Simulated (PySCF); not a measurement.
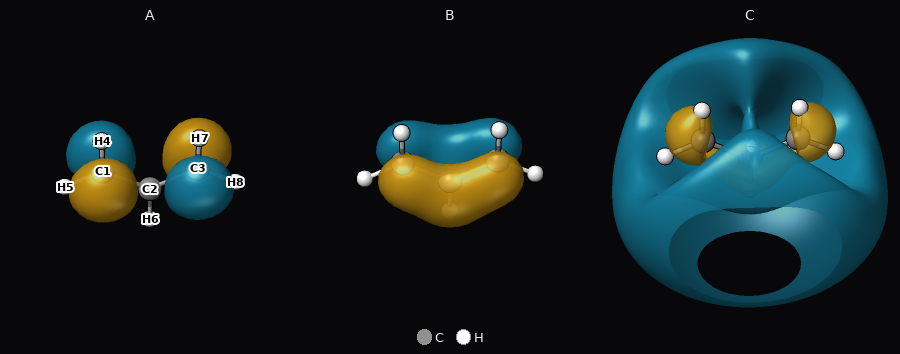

C₃H₅, charge +1, SMILES `C=C[CH2+]`. Natural orbitals of the π active space, CASSCF(2,3), triplet state at the geometry of the singlet, in order of falling occupation.

Computed with PySCF, 6-311+G** basis, geometry: GFN2-xTB. No frequency check shows the geometry to be a minimum.

> What are the natural occupation numbers?

A 1.00, B 1.00, C 0.00.

> Where does the lowest triplet lie relative to the singlet, at this geometry and within this active space?

3.12 eV above it by strongly contracted NEVPT2 (+2.69 eV by CASSCF); a small basis tends to put such gaps a few tenths of an eV too high. This is a vertical energy for π states alone; a state that uses lone pairs or σ orbitals may lie lower.
